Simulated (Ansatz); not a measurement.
**SnPt (model cell, started as zinc blende): following an unstable mode**

Which phase does SnPt (model cell, started as zinc blende) fall into along its unstable mode, and how much energy does it gain?

Main program and level: Ansatz 0.2.0; DFT LDA, scalar-relativistic, plane waves, PAW.

The structure was built from a prototype and need not be the compound's stable phase.

### 1. The starting structure

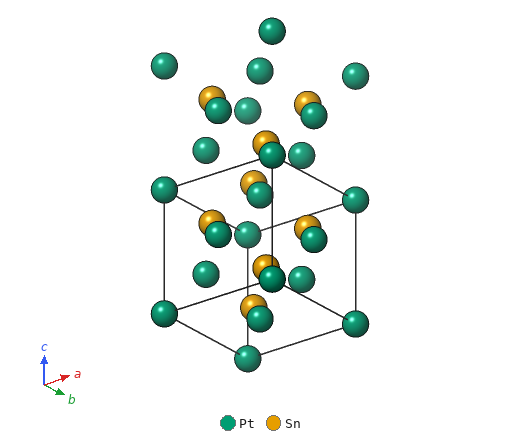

The cell as given, from a free direction (platinum teal, tin orange). 1×1×2 cells are drawn. This picture shows the conventional cell, with its axes. Some periodic images of atoms are drawn too.

### 2. Phonons on a q mesh

The cell comes from relaxations at this level that are not shown. Stability and thermal properties need the whole zone. Linear response on a 4×4×4 q mesh gives force constants as far as a supercell of that size would.

File input.yaml:

```yaml
crystal:
  lattice:
    - [0.0, 2.9533293504, 2.9533293504]
    - [2.9533293504, 0.0, 2.9533293504]
    - [2.9533293504, 2.9533293504, 0.0]
  atoms:
    - { symbol: Pt, position: [0.0, 0.0, 0.0] }
    - { symbol: Sn, position: [0.25, 0.25, 0.25] }
kpoints:
  mp_grid: { grid: [12, 12, 12] }
hamiltonian:
  xc: lda
scf:
  occupations: { method: methfessel_paxton, width: 0.15 }
output:
  eigenvalues: true
phonons:
  method: dfpt
  qmesh: [4, 4, 4]
  temperatures: { t_max: 1000, t_step: 50 }
  qpath:
    path:
      - [[0.0, 0.0, 0.0], [-0.5, -0.5, 0.0], [-0.375, -0.375, 0.25]]
      - [[-0.375, 0.0, 0.375], [0.0, 0.0, 0.0], [0.0, 0.0, 0.5], [-0.5, -0.25, 0.25], [-0.5, -0.5, 0.0]]
    npoints: 10
```

Launch:

```sh
ansatz run input.yaml --threads 4 --pin off --max-ram 7168MiB --backend cpu --events-out ev --progress --plain --runs-dir out
```

Numbers of over 12 decimals in the logs are rounded to 6 here.

The program printed:

```text
Warning: phonons: the dynamical matrix that this run interpolates holds no multipole term above the dipole-dipole one, and a site of this crystal is no centre of inversion, so its interpolated transverse optical and acoustic branches and sound speeds can stay off near Gamma, and the density of states and the thermodynamics with them. What a run solves at a wave vector of phonons.qpoints, Gamma apart, where the deck admits one, is free of this, and under fd what a larger phonons.supercell samples
Engine: ansatz 0.2.0, aarch64-unknown-linux-gnu
Pseudopotentials: kind: paw
Pseudopotential: Pt, paw, valence charge 18, recommended cutoff 420 eV (normal), Pt.paw.azcp
Pseudopotential: Sn, paw, valence charge 14, recommended cutoff 420 eV (normal), Sn.paw.azcp
Functional definition: SPW92
  exchange = slater_x
  correlation = pw_c
Crystal: 2 atoms, lattice volume = 51.519 Å³
Basis set: ecut = 420 eV, 965 PW (Γ), exchange–correlation on 60×60×60 points (8 copies of the dense FFT grid, shifted against one another)
Bands: 20, of which v1, the nominal top of the filled ones, is band 16 counted from 1 (15 counted from 0)
Symmetry: 24 space group operations
k-points: 72 of 1728 (time reversal used)
Non-local potential: Pt, projectors of the file, l = 0: 3, l = 1: 2, l = 2: 2, l = 3: 1
Non-local potential: Sn, projectors of the file, l = 0: 2, l = 1: 2, l = 2: 2, l = 3: 2
PAW form: soft (Blöchl's): semilocal exchange-correlation on the pseudo side does not see the compensation charge
PAW frozen core: Pt, regenerated for the run's functional, and the local potential with it (the file was generated under x = pbe(κ = 0.804, μ = 0.219515), c = pbe(β = 0.066725))
PAW frozen core: Sn, regenerated for the run's functional, and the local potential with it (the file was generated under x = pbe(κ = 0.804, μ = 0.219515), c = pbe(β = 0.066725))
PAW one-centre angular grid: Pt, 590 points (default); XC on 64 Gauss nodes
PAW one-centre angular grid: Sn, 590 points (default); XC on 64 Gauss nodes
Initial density: superposition of atomic densities (neutral atoms: chi_scale 0, normalization atom), corrected by the library's trained network
Initial wavefunctions: pseudopotential atomic-orbital guess
Functional: x = slater, c = lda
SCF iter   1: F=—  HF=-18124.568576 eV  |F-HF|=—  |Δ(HF+E_count)|=         —  Δρ=5.76e-3  dr2=9.61e-3  ethr=1.77e-3  ⟨swp⟩=5.6  Hψ=6649  notcnv=0
preconditioner: auto → Kerker (q_TF=auto, 2.520 Å⁻¹)  [metal: Δε(μ)=0.056 eV  Ē_g=15.407 eV  σ=0.150 eV  W_gap=0.30  n_scr=14 (ndim 8)  ℏωp=25.3 eV  f_vac=0.040  D(μ)=0.90/eV (n_scr^D=0)]
SCF iter   2: F=—  HF=-18124.565278 eV  |F-HF|=—  |Δ(HF+E_count)|=   3.30e-3  S|Δr|=    0.00e0  Δρ=2.57e-3  dr2=1.34e-3  ethr=3.00e-5  ⟨swp⟩=2.0  Hψ=2593  notcnv=0
SCF iter   3: F=—  HF=-18124.564899 eV  |F-HF|=—  |Δ(HF+E_count)|=   3.79e-4  S|Δr|=    0.00e0  Δρ=6.67e-4  dr2=1.36e-4  ethr=4.19e-6  ⟨swp⟩=2.0  Hψ=1792  notcnv=0
SCF iter   4: F=—  HF=-18124.564874 eV  |F-HF|=—  |Δ(HF+E_count)|=   2.49e-5  S|Δr|=    0.00e0  Δρ=1.26e-4  dr2=9.39e-6  ethr=4.24e-7  ⟨swp⟩=2.5  Hψ=2327  notcnv=0
SCF iter   5: F=—  HF=-18124.564870 eV  |F-HF|=—  |Δ(HF+E_count)|=   4.68e-6  S|Δr|=    0.00e0  Δρ=4.96e-5  dr2=1.78e-6  ethr=2.94e-8  ⟨swp⟩=2.3  Hψ=2135  notcnv=0
SCF iter   6: F=—  HF=-18124.564869 eV  |F-HF|=—  |Δ(HF+E_count)|=   2.41e-7  S|Δr|=    0.00e0  Δρ=1.42e-5  dr2=1.79e-7  ethr=5.55e-9  ⟨swp⟩=2.2  Hψ=2205  notcnv=0
SCF iter   7: F=—  HF=-18124.564869 eV  |F-HF|=—  |Δ(HF+E_count)|=   2.31e-8  S|Δr|=    0.00e0  Δρ=4.20e-6  dr2=1.50e-8  ethr=5.60e-10  ⟨swp⟩=2.2  Hψ=1966  notcnv=0
SCF iter   8: F=—  HF=-18124.564869 eV  |F-HF|=—  |Δ(HF+E_count)|=  8.62e-10  S|Δr|=    0.00e0  Δρ=1.12e-6  dr2=1.14e-9  ethr=4.69e-11  ⟨swp⟩=2.0  Hψ=2280  notcnv=0
SCF iter   9: F=—  HF=-18124.564869 eV  |F-HF|=—  |Δ(HF+E_count)|=  1.86e-10  S|Δr|=    0.00e0  Δρ=2.64e-7  dr2=5.19e-11  ethr=3.55e-12  ⟨swp⟩=2.1  Hψ=1706  notcnv=0
SCF iter  10: F=-18124.564869 eV  HF=-18124.564869 eV  |F-HF|=0.00e0  |Δ(HF+E_count)|=  1.46e-11  S|Δr|=    0.00e0  Δρ=9.19e-8  dr2=6.72e-12  ethr=1.00e-12  ⟨swp⟩=6.8  Hψ=6327  notcnv=0
SCF 1 converged in 10 iterations: F = -18124.564869 eV  dr2 = 6.72e-12
  greatest PAW one-centre occupation: 1.000 electrons in one spin orbital (limit 2), on the Pt atom at site 0 (counted from 0), in its partial waves of l = 0
Initial density: read from a saved state, or passed on in memory by an earlier SCF of this step, an earlier step, the calling program or the single point that the run made first
iter 1 solved again at ethr=2.13e-7 eV; its pass at ethr=3.10e-3 eV (dr2=6.83e-5 eV) is discarded
SCF iter   1: F=—  HF=-18124.564871 eV  |F-HF|=—  |Δ(HF+E_count)|=         —  Δρ=1.12e-6  dr2=5.90e-10  ethr=2.13e-7  ⟨swp⟩=3.0  Hψ=10283  notcnv=0
eigensolver tolerance schedule: the retry pair's looser diagonalisation over-reported the residual by 115683.39 of it (diagonalisation noise at an unbounded share of the residual, at the tolerance the schedule requests for it); recorded, not acted on — ethr = c·dr2/N_el stays at c = 1.0e-1
preconditioner: auto → Kerker (q_TF=auto, 2.520 Å⁻¹)  [metal: Δε(μ)=0.056 eV  Ē_g=15.444 eV  σ=0.150 eV  W_gap=0.31  n_scr=14 (ndim 8)  ℏωp=25.3 eV  f_vac=0.032  D(μ)=0.92/eV (n_scr^D=0)]
SCF iter   2: F=—  HF=-18124.564869 eV  |F-HF|=—  |Δ(HF+E_count)|=   2.05e-6  S|Δr|=    0.00e0  Δρ=8.12e-7  dr2=3.72e-10  ethr=1.84e-12  ⟨swp⟩=4.0  Hψ=4101  notcnv=0
SCF iter   3: F=—  HF=-18124.564869 eV  |F-HF|=—  |Δ(HF+E_count)|=  7.28e-11  S|Δr|=    0.00e0  Δρ=4.51e-7  dr2=9.99e-11  ethr=1.16e-12  ⟨swp⟩=1.0  Hψ=1440  notcnv=0
SCF iter   4: F=-18124.564869 eV  HF=-18124.564869 eV  |F-HF|=7.28e-12  |Δ(HF+E_count)|=  1.46e-11  S|Δr|=    0.00e0  Δρ=1.35e-7  dr2=5.91e-12  ethr=1.00e-12  ⟨swp⟩=2.8  Hψ=4250  notcnv=0
SCF 2 converged in 4 iterations: F = -18124.564869 eV  dr2 = 5.91e-12
phonons: the bands overlap, so this run is a metal and interpolates without the dipole-dipole term. If the crystal is really an insulator or semiconductor, its LO-TO splitting is missing
NSCF: frozen V_eff on 72 k-points
NSCF: frozen V_eff on 163 k-points
DFPT response loops at q = (0, 0, 0) (fractional): preconditioner auto → Kerker (q_TF=auto, 2.520 Å⁻¹) (partly filled bands, converged f_vac=0.032); β = 1.00, the filter's whole step (`scf.mixing.beta` (0.50) is not read by the response loops under this deck's `scf.mixing.preconditioner`; to damp them name `kerker` or `kerker_dos`, under which they read `scf.mixing.beta`, and type it under 1.00, their step now; both keys bind the ground state too); Broyden in place of MSR1
NSCF: frozen V_eff on 1872 k-points
DFPT response loops at q = (0, 0, 0.25) (fractional): mixed as the last ones told, above
NSCF: frozen V_eff on 952 k-points
DFPT response loops at q = (0, 0, -0.5) (fractional): mixed as the last ones told, above
NSCF: frozen V_eff on 1020 k-points
DFPT response loops at q = (0, 0.25, 0.25) (fractional): mixed as the last ones told, above
NSCF: frozen V_eff on 3456 k-points
DFPT response loops at q = (0, 0.25, -0.5) (fractional): mixed as the last ones told, above
NSCF: frozen V_eff on 1872 k-points
DFPT response loops at q = (0, 0.25, -0.25) (fractional): mixed as the last ones told, above
NSCF: frozen V_eff on 560 k-points
DFPT response loops at q = (0, -0.5, -0.5) (fractional): mixed as the last ones told, above
NSCF: frozen V_eff on 1020 k-points
DFPT response loops at q = (0.25, -0.5, -0.25) (fractional): mixed as the last ones told, above
SCF converged after 10 iterations
Stability not checked: this state was not tested for a lower state beside it, because cold or Methfessel-Paxton smearing, or corrected tetrahedra, fill the levels in a way that the test cannot read (fill_not_monotonic; see scf.lower_state_search)
Free energy (F): -18124.564869 eV
Harris-Foulkes:  -18124.564869 eV  (|F-HF|=0.00e0)
Internal energy: -18124.565042 eV  (E = F + TS)
E sigma→0 (E₀):  -18124.564912 eV
Entropy (-TS):   0.000173 eV (0.086 meV/atom)
Fermi energy:    11.028806 eV
--- Per-component energies (eV) ---
  E_band       = -421.842139
  E_kinetic    = 829.840200
  E_local      = -3469.228510  (includes V_loc(G=0)·N_el)
  E_nonlocal   = 180.786654
  E_hartree    = 1546.738478
  E_xc         = -638.946271
  E_vxc        = -400.853875  (∫ρ·V_xc dr)
  E_paw        = -13175.888027  (= ΣΔE_a)
  E_vpaw       = -655.863700  (= ΣTr[D̂ρ^β])
  E_aug_tail   = 0.000157  (compensation charges beyond the density's cutoff)
  E_ewald      = -3398.756491
  E_core_change = 0.888768  (= ΣΔE_core)
  E_smearing   = 0.000173  (= −TS)
  E_closure    = 0.000000  (closes the sum)
  Σ components = -18124.564869   (vs F -18124.564869, Δ=0.00e0)
--- Band table (eV; the first three rows and the last of 72) ---
  k-point 0: bands = [... 12 lower, 7.0044, 8.3134, 8.3134, 16.2667, 16.9221, 16.9221, 16.9221, 18.0081]
  k-point 1: bands = [... 12 lower, 7.0299, 8.3034, 8.3034, 15.2945, 16.5359, 16.5359, 16.7379, 18.3825]
  k-point 2: bands = [... 12 lower, 7.0961, 8.2843, 8.2843, 13.5565, 15.8882, 15.8882, 16.6388, 18.9511]
  k-point 71: bands = [... 12 lower, 7.7869, 8.3237, 8.6314, 9.7830, 10.1387, 11.5359, 19.2947, 19.5984]
--- Phonons (Γ-DFPT): 2 representative perturbations + reference (Σ response iterations 6) ---
  ASR residual: 8.878e-5 → 0.000e0 eV/Å²; symmetrization residual: 4.557e-5 eV/Å²
  ASR residual per site (eV/Å²): 8.88e-5 2.09e-5
  Γ frequencies (cm⁻¹): 0.00 0.00 0.00 191.17 191.17 191.17
--- Phonons (arbitrary-q DFPT): 8 irreducible q on the 4×4×4 mesh ---
  q = [0.0000, 0.0000, 0.0000] (star 1, of the zone-centre solve; hermiticity 9.19e-6, symmetrization 3.48e-12): 0.00 0.00 0.00 191.17 191.17 191.17
  q = [0.0000, 0.0000, 0.2500] (star 8, 2 solved perturbations on 936 of 1728 k-point pairs; hermiticity 4.05e-6, symmetrization 3.14e-13): -10.22 -10.22 70.27 189.10 192.48 192.48
  q = [0.0000, 0.0000, -0.5000] (star 4, 2 solved perturbations on 476 of 1728 k-point pairs; hermiticity 4.86e-6, symmetrization 5.54e-13): 6.84 6.84 103.29 177.21 191.01 191.01
  q = [0.0000, 0.2500, 0.2500] (star 6, 4 solved perturbations in 1608 linear systems a pass and spin channel, the states on 510 of 1728 k-point pairs; hermiticity 6.85e-6, symmetrization 2.45e-13): -15.40 -15.40 81.75 186.66 191.65 191.65
  q = [0.0000, 0.2500, -0.5000] (star 24, 4 solved perturbations in 5328 linear systems a pass and spin channel, the states on 1728 of 1728 k-point pairs; hermiticity 3.71e-6, symmetrization 2.55e-13): -14.58 -9.03 112.32 173.53 189.69 190.24
  q = [0.0000, 0.2500, -0.2500] (star 12, 4 solved perturbations in 2892 linear systems a pass and spin channel, the states on 936 of 1728 k-point pairs; hermiticity 3.47e-6, symmetrization 3.58e-12): -13.53 -11.15 101.24 178.44 191.08 191.18
  q = [0.0000, -0.5000, -0.5000] (star 3, 4 solved perturbations in 886 linear systems a pass and spin channel, the states on 280 of 1728 k-point pairs; hermiticity 2.89e-6, symmetrization 3.93e-13): -21.01 -21.01 123.30 165.67 188.31 188.31
  q = [0.2500, -0.5000, -0.2500] (star 6, 4 solved perturbations in 1544 linear systems a pass and spin channel, the states on 510 of 1728 k-point pairs; hermiticity 3.18e-6, symmetrization 1.31e-12): -22.85 14.35 125.36 166.41 189.09 190.25
  sum rule: each row above includes the acoustic sum rule's correction from the zone centre's row sums; it moved no ω² by more than (0.35 cm⁻¹)²
  mesh force constants: q→R imaginary residual 2.64e-18; ASR residual 8.878e-5 → 0.000e0 eV/Å²; symmetrization residual 5.329e-15 eV/Å²
  interpolated dispersion: 62 rows × 6 modes
  density of states and harmonic sums: on the 20×20×20 q-mesh, interpolated from the force constants of a 4×4×4 supercell (no non-analytic term)
  largest difference from the sums on the solved wave vectors: F 6.07e-2 eV, S 7.22e-5 and C_V 1.16e-5 eV/K
  zero-point energy: 0.041071 eV/cell   skipped modes (ω ≤ 0): 437, of them read as no rigid motion or as one in doubt: 434 (1.663e0 modes/cell left out, lowest -22.85 cm⁻¹)   left out of the sums: 2.77e-1 of the cell's modes: C_V's classical limit lies that fraction below 3 k_B per atom; for a crystal, a wire or a layer, F and S can be off by more, and a phonons.interpolated_qmesh denser along its periods is the remedy for the sampling
```

The job ended after 6.4 min (4 threads of Arm Neoverse V2, shared host; peak memory 3.9 GiB; 25 min of CPU time).

Reading the cycles: dr2 is the Hartree energy of the density residual (eV), the measure of convergence; HF is the Harris–Foulkes estimate of the energy, which meets the free energy F at convergence.

This step gave:

| Item | Value |
| --- | --- |
| volume per atom | 25.76 Å³ |
| gap on the k-mesh | 0 eV |
| sum-rule residual before enforcement | 8.88e-5 eV/Å² |
| lowest frequency on the path | -22.85 cm⁻¹ |
| point group | -43m |
| highest frequency on the path or at a solved wavevector | 192.6 cm⁻¹ |
| highest optical mode at the zone centre (no LO-TO term) | 191.2 cm⁻¹ |
| lowest optical zone-centre mode | 191.2 cm⁻¹ |
| lowest mode on the q mesh (acoustic modes at Γ apart) | -22.85 cm⁻¹ |

Frequencies (cm⁻¹) solved at each irreducible wavevector; negative means imaginary. Frequencies by wavevector, by row:

```tsv
q in reciprocal lattice units	star	mode 1	mode 2	mode 3	mode 4	mode 5	mode 6
0 0 0	1	0	0	0	191.2	191.2	191.2
0 0 0.25	8	-10.2	-10.2	70.3	189.1	192.5	192.5
0 0 -0.5	4	6.8	6.8	103.3	177.2	191	191
0 0.25 0.25	6	-15.4	-15.4	81.8	186.7	191.7	191.7
0 0.25 -0.5	24	-14.6	-9	112.3	173.5	189.7	190.2
0 0.25 -0.25	12	-13.5	-11.2	101.2	178.4	191.1	191.2
0 -0.5 -0.5	3	-21	-21	123.3	165.7	188.3	188.3
0.25 -0.5 -0.25	6	-22.9	14.3	125.4	166.4	189.1	190.2
```

Interpolated from a 4×4×4 q mesh. Phonon branches along the path, in cm⁻¹:

```tsv
point	branch 1	branch 2	branch 3	branch 4	branch 5	branch 6
Γ	0	0	0	191	191	191
X	-21	-21	123	166	188	188
U	-15	-13	123	167	189	190
jump to K	-15	-13	123	167	189	190
Γ	0	0	0	191	191	191
L	7	7	103	177	191	191
W	-23	14	125	166	189	190
X	-21	-21	123	166	188	188
```

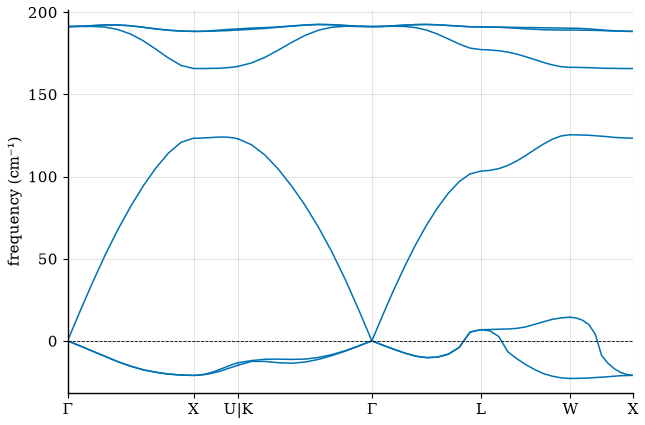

Phonon branches along the path.

Symmetry leaves 8 wavevectors to solve. The lowest mode among them, the acoustic zeros apart, lies at q = (0.25, -0.5, -0.25) and is imaginary, 22.9i cm⁻¹, so the energy falls along it.

### 3. The mode frozen in, largest atomic shift 0 Å

The mode followed lies at q = (0.25, -0.5, -0.25) with frequency 22.9i cm⁻¹, the softest among the wavevectors solved. At small amplitude the distorted cell has space group no. 121 by a symmetry search on the positions. The undistorted cell that holds it gives the zero of energy on the same k mesh.

System of this step: SnPt (model cell, started as zinc blende). Symmetry: F-43m, No. 216, cubic system. Conventional cell: a = 5.907 Å, b = 5.907 Å, c = 5.907 Å, α = 90.00°, β = 90.00°, γ = 90.00°. Pt has 4 Sn at 2.56 Å nearest. Nearest to Sn lie 4 Pt at 2.56 Å. Farther neighbours are not listed.

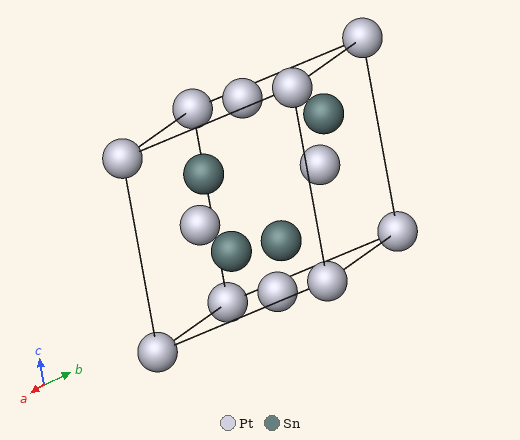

The cell of this step (platinum light grey, tin teal). Some periodic images of atoms are drawn too.

File input.yaml:

```yaml
crystal:
  lattice:
    - [0.0, 0.0, -5.9066587008]
    - [5.9066587008, 0.0, 0.0]
    - [2.9533293504, -5.9066587008, -2.9533293504]
  atoms:
    - { symbol: Pt, position: [0.75, 0.25, 0.5] }
    - { symbol: Pt, position: [0.25, 0.75, 0.5] }
    - { symbol: Pt, position: [0.5, 0.5, 0.0] }
    - { symbol: Pt, position: [0.0, 0.0, 0.0] }
    - { symbol: Sn, position: [0.625, 0.625, 0.25] }
    - { symbol: Sn, position: [0.125, 0.125, 0.25] }
    - { symbol: Sn, position: [0.375, 0.875, 0.75] }
    - { symbol: Sn, position: [0.875, 0.375, 0.75] }
kpoints:
  mp_grid: { grid: [6, 6, 6] }
hamiltonian:
  xc: lda
scf:
  occupations: { method: methfessel_paxton, width: 0.15 }
output:
  forces: true
  stress: true
  eigenvalues: true
```

The program printed:

```text
[...]
Crystal: 8 atoms, lattice volume = 206.075 Å³
Basis set: ecut = 420 eV, 4035 PW (Γ)
Bands: 77, of which v1, the nominal top of the filled ones, is band 64 counted from 1 (63 counted from 0)
Symmetry: 32 space group operations
[...]
k-points: 30 of 216 (time reversal used)
[...]
k-point 0: bands = [... 60 lower, 8.9414, 9.7824, 9.7824, 10.1380, 10.1380, 11.4032, 11.4032, 11.5356, ... 9 higher]
  k-point 1: bands = [... 60 lower, 9.3409, 9.3409, 9.8072, 10.6253, 10.6253, 11.5128, 11.5128, 11.6815, ... 9 higher]
  k-point 2: bands = [... 60 lower, 8.8807, 8.8807, 11.1615, 11.1678, 11.1678, 11.4491, 11.4491, 12.4136, ... 9 higher]
  k-point 29: bands = [... 60 lower, 9.0219, 9.0219, 9.7284, 9.7284, 12.2907, 12.2907, 13.5220, 13.5220, ... 9 higher]
[key lines of the parts left out:]
SCF converged after 6 iterations
Free energy (F): -72498.241145 eV
Fermi energy:    11.082615 eV
P = ⅓ Tr σ = 0.0072 GPa (0.072 kbar)
```

The job ended after 8.3 s (4 threads; peak memory 0.73 GiB; 32 s of CPU time).

Numbers from this step:

```yaml
pressure: 0.007210 GPa
energy_from_the_undistorted_cell: 0 meV/atom
```

The run ends at a pressure of 0.01 GPa.

### 4. The mode frozen in, largest atomic shift 0.32 Å

The atoms are moved along the unstable eigenvector, the largest shift by 0.32 Å, with the cell fixed.

input.yaml, the sections that differ from step 3:

```yaml
crystal:
  lattice:
    - [0.0, 0.0, -5.9066587008]
    - [5.9066587008, 0.0, 0.0]
    - [2.9533293504, -5.9066587008, -2.9533293504]
  atoms:
    - { symbol: Pt, position: [0.7260899749, 0.2260899749, 0.5] }
    - { symbol: Pt, position: [0.2739100251, 0.7739100251, 0.5] }
    - { symbol: Pt, position: [0.5239100251, 0.4760899749, 0.0] }
    - { symbol: Pt, position: [-0.0239100251, 0.0239100251, 0.0] }
    - { symbol: Sn, position: [0.625, 0.625, 0.25] }
    - { symbol: Sn, position: [0.125, 0.125, 0.25] }
    - { symbol: Sn, position: [0.3479119274, 0.8479119274, 0.8041761453] }
    - { symbol: Sn, position: [0.9020880726, 0.4020880726, 0.6958238547] }
# kpoints, hamiltonian, scf, output: as in step 3
```

The program printed:

```text
[...]
Crystal: 8 atoms, lattice volume = 206.075 Å³
Basis set: ecut = 420 eV, 4035 PW (Γ)
Bands: 77, of which v1, the nominal top of the filled ones, is band 64 counted from 1 (63 counted from 0)
Symmetry: 8 space group operations
[...]
k-points: 30 of 216 (time reversal used)
[...]
k-point 0: bands = [... 60 lower, 8.9753, 9.7994, 9.8395, 10.0510, 10.3114, 11.3543, 11.3543, 11.7747, ... 9 higher]
  k-point 1: bands = [... 60 lower, 9.3195, 9.4681, 9.8273, 10.5446, 10.7398, 11.4046, 11.4046, 11.9791, ... 9 higher]
  k-point 2: bands = [... 60 lower, 8.9092, 9.0575, 10.9821, 11.2211, 11.2643, 11.4544, 11.4544, 12.6056, ... 9 higher]
  k-point 29: bands = [... 60 lower, 9.0053, 9.0962, 9.7715, 9.7940, 12.1881, 12.3000, 13.4053, 13.4843, ... 9 higher]
[key lines of the parts left out:]
SCF converged after 7 iterations
Free energy (F): -72498.272150 eV
Fermi energy:    11.099960 eV
P = ⅓ Tr σ = -1.9302 GPa (-19.302 kbar)
```

Run time: 9 s. Hardware: 4 threads; peak memory 0.74 GiB; 35 s of CPU time.

This step gave:

* pressure: -1.930 GPa
* energy from the undistorted cell: -3.738 meV/atom

The energy, extrapolated to zero smearing, is -3.74 meV/atom against the undistorted cell.

The run ends at a pressure of -1.93 GPa, with forces up to 0.10 eV/Å.

(Part 1 of 2 ends here.)

[Logs are printed without paths, hosts, clocks, repeated set-up lines and the standing remarks that a program may print on its own settings, such as how far it seeks lower states.]

[Hosts, paths, dates, database ids (printed as entryN), source tags and the programs' standing remarks are cut or masked in the printed files.]
